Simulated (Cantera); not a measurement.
Charge: 1 mol CH4, 1.3 mol H2, 0.23 mol N2, at 700 Pa.

These are equilibrium values from Cantera (NASA tables, ideal gas, pure condensed phases), not measurements of a reactor. Candidate condensed phases: C, C6H6, C7H8, C8H18; 92 gas species. Rates play no part.

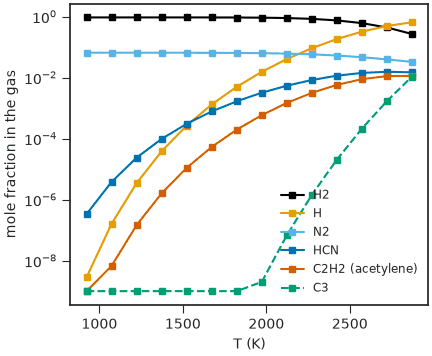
Fig. 1. Equilibrium gas composition (values under 1e-9 drawn at 1e-9)

Task: Read off the mole fractions at 2123 K.

Result: H2 about 0.89, N2 about 0.061, H about 0.040, HCN about 0.0054, C2H2 (acetylene) about 0.0015, C3 about 6.8e-8.
